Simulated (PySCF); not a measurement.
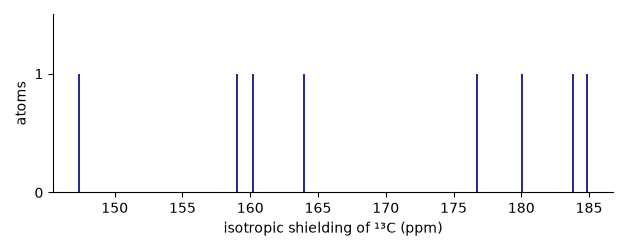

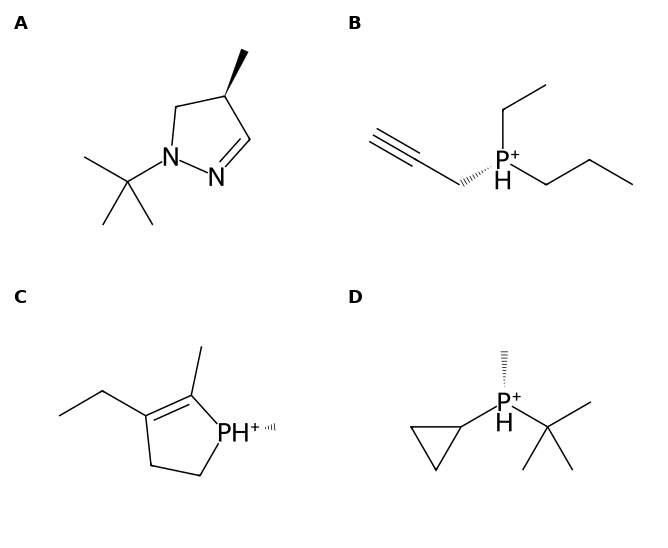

The sticks are computed shieldings of one of the molecules, for one fixed geometry (GFN2-xTB) without averaging over rotations. Low shielding means a high chemical shift. Method: GIAO PBE0/pcSseg-1 NMR shielding, non-relativistic, gas phase (PySCF 2.14.0).

Question: Which molecule gives this pattern?

Answer: D, `C[P@@H+](C1CC1)C(C)(C)C`. Its 8 C atoms give lines at 147.3, 159.0, 160.2, 164.0, 176.8, 180.0, 183.8, 184.9 ppm.

The geometry is semi-empirical. Around P such bond lengths and angles can be off by a tenth of an ångström or more and by several degrees, and values that hang on the shape move with them.
